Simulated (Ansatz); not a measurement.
**A failed many-body run on KF (Carobbiite)**

What is wrong with this input for KF (Carobbiite)?

Calculated with Ansatz 0.2.0; G0W0 on PBE, plane waves, PAW; PAW set soft_1.

## Step 1: Starting point

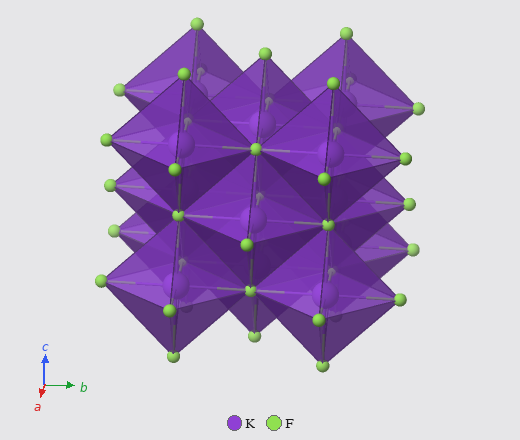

The cell as given, slightly off an axis (potassium purple, fluorine green). This picture shows the conventional cell, with its axes. Some periodic images of atoms are drawn too.

The cell and positions come from the Crystallography Open Database and are kept as given unless a step says otherwise.

## Step 2: First try

File input.yaml:

```yaml
crystal:
  lattice:
    - [0.0, 2.67185, 2.67185]
    - [2.67185, 0.0, 2.67185]
    - [2.67185, 2.67185, 0.0]
  atoms:
    - { symbol: K, position: [0.0, 0.0, 0.0] }
    - { symbol: F, position: [0.5, 0.5, 0.5] }
kpoints:
  mp_grid: { grid: [4, 4, 4] }
hamiltonian:
  xc: pbe
  pseudopotentials: { kind: paw, azcp: { folder: soft_1 } }
scf:
  occupations: { method: fixed }
gw:
  n_empty_bands: 4
  ecut_chi: 40
  qp_bands: [v2, c2]
  qp_kpoints: band_edges
  screening: { model: contour_deformation }
```

On the command line:

```sh
> ansatz run input.yaml --threads 24 --pin off --max-ram 82944MiB --backend cuda --events-out ev --progress --plain --runs-dir out --devices 1 --max-vram 78GiB
```

Numbers of over 12 decimals in the logs are rounded to 6 here.

Log:

```text
GPUs: using 1 of 1 available (devices: 1).
Engine: ansatz 0.2.0, aarch64-unknown-linux-gnu
Pseudopotentials: kind: paw
Pseudopotential: K, paw, valence charge 9, recommended cutoff 420 eV (normal), soft_1/K.paw.azcp
Pseudopotential: F, paw, valence charge 7, recommended cutoff 420 eV (normal), soft_1/F.paw.azcp
Functional definition: PBE
  parameter kappa = 0.804
  parameter beta = 0.066725
  exchange = pbe_x(kappa = kappa, mu = beta*pi^2/3)
  correlation = pbe_c(beta = beta)
device memory: the entry about to start is reckoned to put 1.7 GiB on a device that reports 180.7 GiB free (of which the cap on the GPU budget leaves the run 78.0 GiB)
GPU FFT provider: cuFFT
GPU libraries: cuBLAS 13.8.1, cuFFT 12.4.0, cuSOLVER 12.3.2
GPU matrix products: emulated (plane waves: as basis.precision tells), large ones in fixed point in workspaces of 1.00 GiB
Crystal: 2 atoms, lattice volume = 38.148 Å³
Basis set: ecut = 420 eV, 725 PW (Γ)
Bands: 12, of which v1, the nominal top of the filled ones, is band 8 counted from 1 (7 counted from 0)
Symmetry: 48 space group operations
Space group: Fm-3m (ITA 225), of the structure as read, at distance tolerance 3.4e-5 Å
k-points: 8 of 64
Non-local potential: K, projectors of the file, l = 0: 3, l = 1: 2, l = 2: 2
Non-local potential: F, projectors of the file, l = 0: 2, l = 1: 2, l = 2: 1
PAW form: soft (Blöchl's): semilocal exchange-correlation on the pseudo side does not see the compensation charge
PAW one-centre angular grid: K, 110 points (default); XC on 64 Gauss nodes
PAW one-centre angular grid: F, 110 points (default); XC on 64 Gauss nodes
Initial density: superposition of atomic densities (chi_scale 0.1, normalization cell, long waves kept (reshape's long-wave potential 0.00 eV rms))
Initial wavefunctions: pseudopotential atomic-orbital guess
GPU buffer pool allocated for 19683 grid points (all kernels)
GPU transforms: local potential and band sums: pruned to the plane-wave sphere, on 25×25×25
Functional: x = pbe(κ = 0.804, μ = 0.219515), c = pbe(β = 0.066725)
SCF iter   1: F=—  HF=-2351.881015 eV  |F-HF|=—  |Δ(HF+E_count)|=         —  Δρ=1.95e-1  dr2=1.26e1  ethr=3.10e-3  ⟨swp⟩=4.0  Hψ=521  notcnv=0  defer=10
preconditioner: auto → none  [insulator: Δε(μ)=2.264 eV  Ē_g=15.953 eV  n_scr=14 (ndim 8)  ℏωp=22.5 eV  f_vac=0.000  ε∞_Penn≈3.0]
SCF iter   2: F=—  HF=-2350.709943 eV  |F-HF|=—  |Δ(HF+E_count)|=    1.17e0  Δρ=1.64e-1  dr2=6.39e0  ethr=3.10e-3  ⟨swp⟩=3.9  Hψ=312  notcnv=0  defer=14
SCF iter   3: F=—  HF=-2348.794547 eV  |F-HF|=—  |Δ(HF+E_count)|=    1.92e0  Δρ=2.71e-2  dr2=2.19e-1  ethr=3.10e-3  ⟨swp⟩=3.0  Hψ=203  notcnv=0  defer=10
SCF iter   4: F=—  HF=-2348.805540 eV  |F-HF|=—  |Δ(HF+E_count)|=   1.10e-2  Δρ=1.20e-2  dr2=3.88e-2  ethr=1.37e-3  ⟨swp⟩=2.0  Hψ=234  notcnv=0  defer=14
SCF iter   5: F=—  HF=-2348.800172 eV  |F-HF|=—  |Δ(HF+E_count)|=   5.37e-3  Δρ=1.29e-3  dr2=5.86e-4  ethr=2.42e-4  ⟨swp⟩=2.0  Hψ=194  notcnv=0  defer=14
SCF iter   6: F=—  HF=-2348.800695 eV  |F-HF|=—  |Δ(HF+E_count)|=   5.23e-4  Δρ=4.56e-4  dr2=8.28e-5  ethr=3.66e-6  ⟨swp⟩=2.4  Hψ=149  notcnv=0  defer=14
SCF iter   7: F=—  HF=-2348.800719 eV  |F-HF|=—  |Δ(HF+E_count)|=   2.33e-5  Δρ=1.05e-4  dr2=4.61e-6  ethr=5.18e-7  ⟨swp⟩=2.1  Hψ=142  notcnv=0  defer=9
SCF iter   8: F=—  HF=-2348.800718 eV  |F-HF|=—  |Δ(HF+E_count)|=   3.80e-7  Δρ=2.44e-5  dr2=2.51e-7  ethr=2.88e-8  ⟨swp⟩=2.0  Hψ=119  notcnv=0  defer=13
SCF iter   9: F=-2348.800718 eV  HF=-2348.800718 eV  |F-HF|=4.12e-9  |Δ(HF+E_count)|=   5.97e-8  Δρ=3.47e-6  dr2=4.91e-9  ethr=6.25e-10  ⟨swp⟩=4.5  Hψ=422  notcnv=0
SCF 1 converged in 9 iterations: F = -2348.800718 eV  dr2 = 4.91e-9
[...]
device memory: the entry about to start is reckoned to put 2.7 GiB on a device that reports 180.7 GiB free (of which the cap on the GPU budget leaves the run 78.0 GiB)
NSCF: frozen V_eff on 8 k-points
[...]
device memory: the entry about to start is reckoned to put 1.8 GiB on a device that reports 180.0 GiB free (of which the cap on the GPU budget leaves the run 78.0 GiB)
NSCF: frozen V_eff on 8 k-points
G₀W₀ screening: q 1/8
[... further progress lines ...]
device memory: the entry about to start is reckoned to put 0.3 GiB on a device that reports 177.5 GiB free (of which the cap on the GPU budget leaves the run 78.0 GiB)
NSCF: frozen V_eff on 1 k-points
SCF converged after 9 iterations
Free energy (F): -2348.800718 eV
Harris-Foulkes:  -2348.800718 eV  (|F-HF|=4.12e-9)
Internal energy: -2348.800718 eV  (E = F + TS)
E sigma→0 (E₀):  -2348.800718 eV
Fermi energy:    1.451455 eV
--- Per-component energies (eV) ---
  E_band       = -125.307205
  E_kinetic    = 454.181866
  E_local      = -1116.488205  (includes V_loc(G=0)·N_el)
  E_nonlocal   = 99.668648
  E_hartree    = 402.680125
  E_xc         = -213.930181
  E_vxc        = -266.065242  (∫ρ·V_xc dr)
  E_paw        = -986.851731  (= ΣΔE_a)
  E_vpaw       = -101.963199  (= ΣTr[D̂ρ^β])
  E_aug_tail   = 0.000699  (compensation charges beyond the density's cutoff)
  E_ewald      = -988.061939
  E_smearing   = -0.000000  (= −TS)
  E_closure    = 0.000000  (closes the sum)
  Σ components = -2348.800718   (vs F -2348.800718, Δ=0.00e0)
--- Band table (eV; the first three rows and the last of 8) ---
  k-point 0: bands = [... 4 lower, -7.9215, 1.4515, 1.4515, 1.4515, 7.6335, 12.1282, 12.1282, 12.1282]
  k-point 1: bands = [... 4 lower, -7.9400, 1.0162, 1.2743, 1.2743, 9.1439, 11.5451, 12.8407, 12.8407]
  k-point 2: bands = [... 4 lower, -7.9580, 0.6625, 1.1046, 1.1046, 10.5313, 12.0605, 13.4876, 13.4876]
  k-point 7: bands = [... 4 lower, -8.0089, 1.0483, 1.2891, 1.2891, 11.1901, 11.1901, 12.6424, 14.7920]
--- G₀W₀: contour deformation, 4 samples at zero and on the imaginary axis and 2 off it, 64 q-points, 4 empty bands' worth ---
  eigenvalues of the whole cell's RPA ε∞ on this k-mesh (on a slab, of 1 + 4πα/V) = 1.6164, 1.6164, 1.6164; static W/v taken at q = 0 is 0.618649
  gw.qp_kpoints: band_edges: 8 of 8 stored k-points solved, in 1 pass; an edge of the gap read off the rows below is read off those points alone
  `?` marks the rows in doubt; gw_qp.tsv's column doubts and the gw_qp event give each row's grounds
    ik  band        ε_KS         Σx   Σc(E_QP)       V_xc       Z   E_QP_lin       E_QP  E_QP is
     0     7      1.4515   -30.8018     4.6703   -23.0049  0.7990    -1.8701    -1.6752  root ?
     0     8      1.4515   -30.8018     4.6703   -23.0049  0.7990    -1.8701    -1.6752  root ?
     0     9      7.6335    -4.8466    -1.6992    -8.8631  0.9138     9.9875     9.9508  root
     0    10     12.1282    -5.2811    -1.8227   -11.2100  0.9119    16.4254    16.2345  root ?
     1     7      1.2743   -30.3285     4.6811   -22.5312  0.7974    -2.0413    -1.8419  root ?
     1     8      1.2743   -30.3285     4.6811   -22.5312  0.7974    -2.0413    -1.8419  root ?
     1     9      9.1439    -6.2619    -1.6434   -10.3898  0.9069    11.6760    11.6283  root
     1    10     11.5451    -4.9989    -1.7649   -10.3011  0.9091    15.2133    15.0824  root ?
     2     7      1.1046   -29.9050     4.6967   -22.1003  0.7957    -2.2078    -2.0035  root ?
     2     8      1.1046   -29.9050     4.6967   -22.1003  0.7957    -2.2078    -2.0035  root ?
     2     9     10.5313    -7.2674    -1.6798   -11.9940  0.8983    13.6670    13.5781  root
     2    10     12.0605    -4.6935    -1.7511    -9.1056  0.9068    14.7959    14.7215  root
     3     7      1.4042   -30.6429     4.6482   -22.8704  0.7996    -1.9153    -1.7201  root ?
     3     8      1.4042   -30.6429     4.6482   -22.8704  0.7996    -1.9153    -1.7201  root ?
     3     9      9.4371    -5.7268    -1.6745   -10.0073  0.9093    12.0970    12.0429  root
     3    10     10.6302    -4.2336    -1.7279    -9.3558  0.9124    14.1301    14.0246  root ?
     4     7      1.2020   -30.0892     4.6355   -22.3404  0.7987    -2.1107    -1.9114  root ?
     4     8      1.2516   -30.2789     4.6626   -22.4987  0.7981    -2.0654    -1.8659  root ?
     4     9     10.5562    -5.2386    -1.7152   -10.1492  0.9070    13.8464    13.7516  root
     4    10     11.3895    -5.8108    -1.7369   -10.5663  0.9051    14.5011    14.4081  root
     5     7      1.1266   -29.9959     4.7000   -22.1851  0.7958    -2.1883    -1.9842  root ?
[...]
5     9     10.5739    -6.3232    -1.6945   -10.8214  0.9035    13.4502    13.3775  root
[...]
6     9      9.6678    -3.9090    -1.6920    -8.7064  0.9133    12.8527    12.7732  root
     6    10     11.7626    -6.1889    -1.6550   -11.8395  0.9185    15.9147    15.7582  root ?
     7     7      1.2891   -30.2276     4.5757   -22.5363  0.8016    -2.0210    -1.8265  root ?
     7     8      1.2891   -30.2276     4.5757   -22.5363  0.8016    -2.0210    -1.8265  root ?
     7     9     11.1901    -5.3723    -1.7551   -10.3780  0.9051    14.5482    14.4407  root ?
     7    10     11.1901    -5.3723    -1.7551   -10.3780  0.9051    14.5482    14.4407  root ?
```

Wall time 1.8 s (1 × NVIDIA GB200 (shared by 2 runs) with 24 threads of Arm Neoverse V2, shared host); peak memory 1.1 GiB; 3 s of CPU time.

**Diagnosis.**

The run ended normally, though the input holds a fault or crude settings.

The fault: four empty bands in G0W0. The sums over empty states are cut off almost at the gap, so screening and correlation are far from complete.

It printed a gap of 11.63 eV, which is an artefact of the settings.

## Step 3: A better input

Now the one-shot GW correction: screening in the RPA, then the self-energy of the levels asked for. This step takes PAW set soft_1 files.

input.yaml, as its differences from that of step 2:

```diff
@@ -9,3 +9,3 @@
 kpoints:
-  mp_grid: { grid: [4, 4, 4] }
+  mp_grid: { grid: [6, 6, 6] }
 hamiltonian:
@@ -16,4 +16,4 @@
 gw:
-  n_empty_bands: 4
-  ecut_chi: 40
+  n_empty_bands: 113
+  ecut_chi: 120
   qp_bands: [v2, c2]
```

Log:

```text
GPUs: using 1 of 1 available (devices: 1).
[...]
Crystal: 2 atoms, lattice volume = 38.148 Å³
Basis set: ecut = 420 eV, 725 PW (Γ)
Bands: 12, of which v1, the nominal top of the filled ones, is band 8 counted from 1 (7 counted from 0)
[... 1 set-up line as in the run before ...]
[...]
k-points: 16 of 216
[...]
SCF iter   1: F=—  HF=-2351.883760 eV  |F-HF|=—  |Δ(HF+E_count)|=         —  Δρ=1.97e-1  dr2=1.28e1  ethr=3.10e-3  ⟨swp⟩=4.0  Hψ=1092  notcnv=0  defer=19
[...]
SCF iter   9: F=-2348.800704 eV  HF=-2348.800704 eV  |F-HF|=1.64e-9  |Δ(HF+E_count)|=   9.25e-8  Δρ=2.25e-6  dr2=1.90e-9  ethr=6.25e-10  ⟨swp⟩=4.2  Hψ=837  notcnv=0
SCF 1 converged in 9 iterations: F = -2348.800704 eV  dr2 = 1.90e-9
[...]
NSCF: frozen V_eff on 16 k-points, pencils in batches of 32, up to order 48
[...]
0     7      1.4513   -30.7850     5.4435   -23.0049  0.7879    -0.9557    -0.8853  root
     0     8      1.4513   -30.7850     5.4435   -23.0049  0.7879    -0.9557    -0.8853  root
     0     9      7.6335    -4.8718    -2.9543    -8.8631  0.8935     8.6757     8.6705  root
     0    10     12.1282    -5.2883    -3.5005   -11.2100  0.8815    14.5910    14.5494  root
     1     7      1.3618   -30.5440     5.4305   -22.7622  0.7877    -1.0618    -0.9895  root
     1     8      1.3618   -30.5440     5.4305   -22.7622  0.7877    -1.0618    -0.9895  root
     1     9      8.3753    -5.6782    -2.8988    -9.7045  0.8883     9.5092     9.5028  root
     1    10     11.7506    -5.0473    -3.3794   -10.5893  0.8820    13.9458    13.9133  root
[...]
15     7      1.2594   -30.1333     5.2711   -22.4698  0.7910    -1.2074    -1.1330  root
    15     8      1.3334   -30.3738     5.3360   -22.6669  0.7898    -1.1104    -1.0376  root
    15     9     10.4060    -4.6988    -3.1310    -9.5948  0.8857    12.1902    12.1710  root
    15    10     12.0721    -5.9538    -3.2236   -10.9959  0.8727    13.9164    13.8906  root
[key lines of the parts left out:]
SCF converged after 9 iterations
Free energy (F): -2348.800704 eV
Fermi energy:    1.451312 eV
```

The job ended after 3.4 s (1 × NVIDIA GB200 (shared by 2 runs) with 24 threads; peak memory 1.2 GiB; 11 s of CPU time).

This step gave:

| Item | Value |
| --- | --- |
| bands summed | 121 |
| RPA ε∞ on this mesh (eigenvalues) | 1.902, 1.902, 1.902 |
| plane waves in the screening matrix | 113 |
| q-points in the mesh | 216 |
| G0W0 gap on the mesh | 9.556 eV |
| k of the valence top | 0, 0, 0 |
| k of the conduction bottom | 0, 0, 0 |
| starting gap on the mesh | 6.182 eV |
| Z at the valence top | 0.7879 |
| Z at the conduction bottom | 0.8935 |
| least direct G0W0 gap on the computed points | 9.556 eV |

The gap on the mesh goes from 6.18 eV to 9.56 eV, a correction of +3.37 eV. Between the two edge states, bare exchange in place of the xc potential would open the gap by 11.77 eV, and correlation takes back 8.40 eV.

## Step 4: What came out

```json
{
 "first try": "converged after 1.8 s",
 "better run": "G0W0 gap on the mesh 9.56 eV (6×6×6 mesh, 113 empty bands, screening to 120 eV, PAW set soft_1 files)"
}
```

In words: The second run differs in: mesh, empty bands and screening cutoff (eV). Bands and cutoff are finite, so the gap is not at the basis limit. The miss can reach some tenths of an eV and take either sign; the mesh is an error of its own.

[Paths, hosts, dates, memory and timing lines, banners, echoed tables and standing remarks are left out of the program output.]

[Logs are printed without paths, hosts, clocks, repeated set-up lines and the standing remarks that a program may print on its own settings, such as how far it seeks lower states.]

[Runs of the session that timed out or met a known fault of the program may be left out.]

[Cells called generated may have been cut or substituted from an entry of the Crystallography Open Database or the Materials Project.]

[No measured gap is set beside runs whose start may be inverted or whose files or cutoffs have a known fault.]

[Hosts, paths, dates, database ids (printed as entryN), source tags and the programs' standing remarks are cut or masked in the printed files.]
